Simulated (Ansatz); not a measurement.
# CH2F3Si (SMILES [CH2][Si](F)(F)F): U-wB97M-V/def2-SVP

What is the electronic atomisation energy of CH2F3Si at U-wB97M-V/def2-SVP? 

Program for the calculation: Ansatz 0.2.0.

64 further runs of the same task are left out: 64 set aside as unsound or not needed.

## (1) The system as given

CH2F3Si: 7 atoms, total charge 0, spin state doublet. SMILES: `[CH2][Si](F)(F)F`. Geometry: relaxed at PBE0-D4/def2-TZVP.

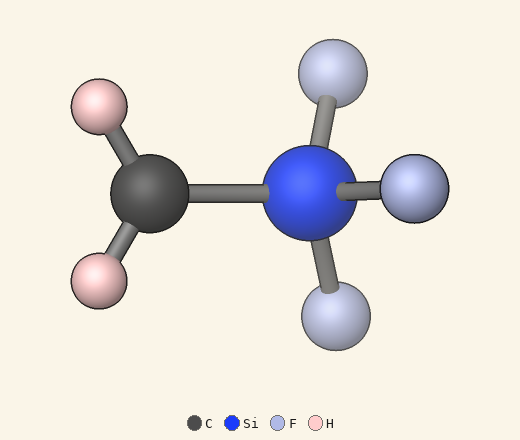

The structure, seen from a chosen angle (carbon dark grey, silicon blue, fluorine light blue, hydrogen pink).

## (2) The energy at U-wB97M-V/def2-SVP

Input file molecule.yaml:

```yaml
crystal:
  periodic: [false, false, false]
  atoms:
    - {symbol: C, position_ang: [-0.691800, 0.401700, 0.763500]}
    - {symbol: Si, position_ang: [0.442900, -0.260900, -0.483500]}
    - {symbol: F, position_ang: [0.009400, 0.178500, -1.934200]}
    - {symbol: F, position_ang: [0.495400, -1.838000, -0.481100]}
    - {symbol: F, position_ang: [1.916900, 0.241300, -0.236600]}
    - {symbol: H, position_ang: [-1.731100, 0.616200, 0.542200]}
    - {symbol: H, position_ang: [-0.380400, 0.593100, 1.784100]}
basis:
  gaussian:
    orbitals: def2-SVP
hamiltonian:
  xc: {name: wB97M-V}
magnetization:
  spin_polarized: true
  initial_magnetization: 1
output:
  orbitals: {seedname: orbitals}
accuracy: high
```

The run is started by

```sh
ansatz run molecule.yaml --threads 1 --pin off --max-ram 3480MiB --events-out events.jsonl --progress --plain --runs-dir runs
```

Standard output:

```text
Warning: RAYON_NUM_THREADS=1 ignored (pool sized by the plan → 1); use --threads N
Functional definition: wB97M-V
  name "wB97M-V"
  parameter omega = 0.3/bohr
  parameter cx = 0.15
  parameter cx01 = 1.007
  parameter cx10 = 0.259
  parameter css00 = 0.443
  parameter css04 = -1.437
  parameter css10 = -4.535
  parameter css20 = -3.390
  parameter css43 = 4.278
  parameter cos00 = 1.000
  parameter cos10 = 1.358
  parameter cos20 = 2.924
  parameter cos21 = -8.812
  parameter cos60 = -1.390
  parameter cos61 = 9.142
  parameter b = 6.0
  parameter c = 0.01
  gx(w, u) = 1 - cx + cx01*u + cx10*w
  gss(w, u) = css00 + css04*u^4 + css10*w + css20*w^2 + css43*w^4*u^3
  gos(w, u) = cos00 + cos10*w + (cos20 + cos21*u)*w^2 + (cos60 + cos61*u)*w^6
  exchange = spin_sum(e_x_unif_sr(omega)*gx(b97_w, b97_u_x)) + cx*exact_x_sr(omega) + exact_x_lr(omega)
  correlation = spin_sum(e_c_pw_mod_same_spin*gss(b97_w, b97_u_same))
      + integral(e_c_pw_mod_opposite_spin*gos(b97_w_opposite, b97_u_opposite)) + vv10(b, c)
1745 factors; integrals over basis functions are off by at most 4.0e-9 eV
317 factors; integrals over basis functions are off by at most 2.0e-9 eV
mean field evaluation 1: about -17084.9594 eV, gradient 3.2e1 eV
mean field evaluation 2: about -17085.7476 eV, gradient 3.1e1 eV
mean field evaluation 4: about -17088.5323 eV, gradient 6.9e-1 eV
mean field evaluation 8: about -17088.6442 eV, gradient 3.5e-2 eV
mean field evaluation 16: about -17088.6442 eV, gradient 6.0e-5 eV
mean field -17088.64423626 eV, -627.9960925834 hartree, gradient 7.2e-8 eV, S^2 0.752867; 0 other end points of the search recorded, 0 dependent functions left out
reference -17088.64423997 eV, -627.9960927197 hartree; 25, 24 occupied and 59, 60 virtual orbitals, 1745 factors
Total energy: -17088.64423997 eV, -627.9960927197 hartree
```

Wall time 84 s (1 thread of Arm Neoverse V2, shared host); peak memory 0.95 GiB.

## (3) The C atom at the same level

Input file molecule.yaml:

```yaml
crystal:
  periodic: [false, false, false]
  atoms:
    - {symbol: C, position_ang: [0.000000, 0.000000, 0.000000]}
basis:
  gaussian:
    orbitals: def2-SVP
magnetization:
  spin_polarized: true
  initial_magnetization: 2
hamiltonian:
  xc: {name: wB97M-V}
accuracy: high
```

The run is started by

```sh
ansatz run molecule.yaml --threads 1 --pin off --max-ram 3480MiB --events-out events.jsonl --progress --plain --runs-dir runs
```

Standard output, cut to the lines that bear on the results:

```text
Warning: RAYON_NUM_THREADS=1 ignored (pool sized by the plan → 1); use --threads N
[... 2 set-up lines as earlier in the session ...]
[...]
  gx(w, u) = 1 - cx + cx01*u + cx10*w
  gss(w, u) = css00 + css04*u^4 + css10*w + css20*w^2 + css43*w^4*u^3
  gos(w, u) = cos00 + cos10*w + (cos20 + cos21*u)*w^2 + (cos60 + cos61*u)*w^6
[...]
      + integral(e_c_pw_mod_opposite_spin*gos(b97_w_opposite, b97_u_opposite)) + vv10(b, c)
95 factors; integrals over basis functions are off by at most 1.9e-9 eV
55 factors; integrals over basis functions are off by at most 1.8e-9 eV
[...]
mean field -1028.57619483 eV, -37.7994779659 hartree, gradient 9.4e-8 eV, S^2 2.001813; 0 other end points of the search recorded, 0 dependent functions left out
reference -1028.57619676 eV, -37.7994780371 hartree; 4, 2 occupied and 10, 12 virtual orbitals, 95 factors
Total energy: -1028.57619676 eV, -37.7994780371 hartree
```

Wall time 1.6 s (1 thread of Arm Neoverse V2, shared host); peak memory 0.15 GiB.

## (4) The F atom at the same level

Input file in.yaml:

```yaml
basis:
  gaussian: {orbitals: def2-SVP}
crystal:
  periodic: [false, false, false]
  atoms:
    - {symbol: F, position_ang: [0.000000, 0.000000, 0.000000]}
magnetization: {spin_polarized: true, initial_magnetization: 1}
hamiltonian: {xc: {name: wB97M-V}}
accuracy: high
```

Run the same way, it converges to -99.61431 Eh (log not shown).

## (5) The H atom

Input file input.yaml:

```yaml
crystal:
  periodic: [false, false, false]
  atoms:
    - {symbol: H, position_ang: [0.000000, 0.000000, 0.000000]}
basis:
  gaussian:
    orbitals: def2-SVP
accuracy: high
magnetization:
  spin_polarized: true
  initial_magnetization: 1
hamiltonian:
  xc: {name: wB97M-V}
```

The run is started by

```sh
ansatz run input.yaml --threads 1 --pin off --max-ram 3480MiB --events-out events.jsonl --progress --plain --runs-dir runs
```

Standard output, cut to the lines that bear on the results:

```text
Warning: RAYON_NUM_THREADS=1 ignored (pool sized by the plan → 1); use --threads N
[... 2 set-up lines as earlier in the session ...]
[...]
  gx(w, u) = 1 - cx + cx01*u + cx10*w
  gss(w, u) = css00 + css04*u^4 + css10*w + css20*w^2 + css43*w^4*u^3
  gos(w, u) = cos00 + cos10*w + (cos20 + cos21*u)*w^2 + (cos60 + cos61*u)*w^6
[...]
      + integral(e_c_pw_mod_opposite_spin*gos(b97_w_opposite, b97_u_opposite)) + vv10(b, c)
15 factors; integrals over basis functions are off by at most 8.9e-10 eV
15 factors; integrals over basis functions are off by at most 7.0e-10 eV
[...]
mean field -13.38016317 eV, -0.4917119273 hartree, gradient 7.8e-9 eV, S^2 0.750000; 0 other end points of the search recorded, 0 dependent functions left out
reference -13.38016526 eV, -0.4917120041 hartree; 1, 0 occupied and 4, 5 virtual orbitals, 15 factors
Total energy: -13.38016526 eV, -0.4917120041 hartree
```

It took 0.52 s on 1 thread of Arm Neoverse V2, shared host; peak memory 0.1 GiB.

## (6) The Si atom

Input file job.yaml:

```yaml
crystal:
  periodic: [false, false, false]
  atoms:
    - {symbol: Si, position_ang: [0.000000, 0.000000, 0.000000]}
basis:
  gaussian:
    orbitals: def2-SVP
magnetization:
  spin_polarized: true
  initial_magnetization: 2
hamiltonian:
  xc: {name: wB97M-V}
accuracy: high
```

The run is started by

```sh
ansatz run job.yaml --threads 1 --pin off --max-ram 3480MiB --events-out events.jsonl --progress --plain --runs-dir runs
```

Standard output, cut to the lines that bear on the results:

```text
Warning: RAYON_NUM_THREADS=1 ignored (pool sized by the plan → 1); use --threads N
[... 2 set-up lines as earlier in the session ...]
[...]
  gx(w, u) = 1 - cx + cx01*u + cx10*w
  gss(w, u) = css00 + css04*u^4 + css10*w + css20*w^2 + css43*w^4*u^3
  gos(w, u) = cos00 + cos10*w + (cos20 + cos21*u)*w^2 + (cos60 + cos61*u)*w^6
[...]
      + integral(e_c_pw_mod_opposite_spin*gos(b97_w_opposite, b97_u_opposite)) + vv10(b, c)
134 factors; integrals over basis functions are off by at most 2.5e-9 eV
71 factors; integrals over basis functions are off by at most 1.1e-9 eV
[...]
mean field -7871.01194090 eV, -289.2543536645 hartree, gradient 1.8e-9 eV, S^2 2.000757; 0 other end points of the search recorded, 0 dependent functions left out
reference -7871.01194291 eV, -289.2543537385 hartree; 8, 6 occupied and 10, 12 virtual orbitals, 134 factors
Total energy: -7871.01194291 eV, -289.2543537385 hartree
```

It took 4.5 s on 1 thread of Arm Neoverse V2, shared host; peak memory 0.22 GiB.

## (7) What came out

Level: U-wB97M-V/def2-SVP.

| quantity | value |
| --- | --- |
| molecule: total energy | -627.99609 Eh |
| molecule: HOMO energy (highest over α and β) | -10.17 eV |
| molecule: LUMO energy (lowest over α and β) | -1.03 eV |
| molecule: ⟨S²⟩ | 0.753 |
| C atom: total energy | -37.79948 Eh |
| C atom: ⟨S²⟩ | 2.002 |
| F atom: total energy | -99.61431 Eh |
| F atom: ⟨S²⟩ | 0.751 |
| H atom: total energy | -0.49171 Eh |
| H atom: ⟨S²⟩ | 0.750 |
| Si atom: total energy | -289.25435 Eh |
| Si atom: ⟨S²⟩ | 2.001 |
| electronic atomisation energy | 30.365 eV |

What this shows: Taking the molecule apart into free atoms costs 30.37 eV (2930 kJ/mol), before zero-point energy and without spin-orbit coupling.
